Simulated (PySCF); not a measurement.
# H3PYb (Yb(PH3)3+): the cost of one run

The runs use PySCF 2.14.0; several levels, as the steps say, no spin–orbit coupling.

2 further runs of the same task are left out: 2 for a known fault of the program.

### 1 The system as given

5 atoms, charge 3, spin multiplicity 1.

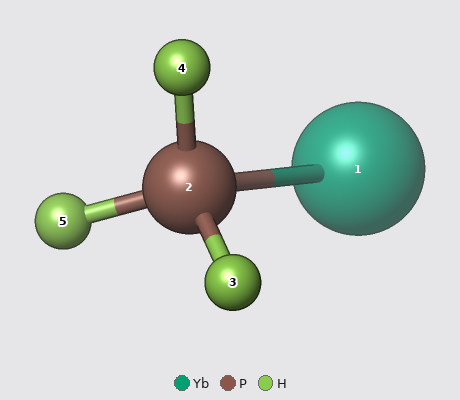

The geometry (ytterbium teal, phosphorus brown, hydrogen green); atoms are numbered from 1 in the order of the file.

As a file:

```xyz
5

Yb    0.0000    0.0000   -0.3587
P     0.0000    0.0000    2.5077
H     1.3487    0.0000    3.0190
H    -0.6744    1.1680    3.0190
H    -0.6744   -1.1680    3.0190
```

Formal oxidation states: Yb +3. Each metal's 13 4f electrons lie in its core potential, so multiplicities, spins and levels count the valence alone. An earlier session relaxed this geometry at PBE, Yb lcecp-1-SVP with ECP59, P def2-SVP, H def2-SVP (singlet, point group C3v).

At PBE on the finer grid: E = -380.917256 Eh, HOMO -23.69 eV, LUMO -20.78 eV, Mulliken charge on Yb1 +2.19 e, largest force component 0.002 eV/Å. 

Levels to run: CAM-B3LYP; r2SCAN; wB97X; PBE0; PBE, TZVP. Hardware: 2 threads of Arm Neoverse V1, shared host.

### 2 CAM-B3LYP

File run.py (the lines that set the calculation):

```python
mol = gto.M(atom='''
Yb     0.00000     0.00000    -0.35872
P      0.00000     0.00000     2.50772
H      1.34872    -0.00001     3.01898
H     -0.67436     1.16803     3.01898
H     -0.67436    -1.16802     3.01898''',
    basis={'Yb': 'lcecp-1-SVP', 'P': 'def2-SVP', 'H': 'def2-SVP'},
    ecp={'Yb': 'lcecp-1-SVP'},
    charge=3, spin=0)
mf = dft.RKS(mol, xc='CAMB3LYP')
mf.grids.atom_grid = (75, 302)  # f atoms: unpruned, at least (60, 302)
mf = mf.density_fit()  # fitting sets: Yb AutoAux, P def2-universal-JKFIT, H def2-universal-JKFIT
mf.conv_tol = 1e-08; mf.max_cycle = 55
mf.kernel(dm0)  # dm0: the density of the relaxed state
```

Launch:

```console
OMP_NUM_THREADS=2 python run.py
```

**Question.** How long does this run take on 2 threads of Arm Neoverse V1, shared host?

About 2.6 s.
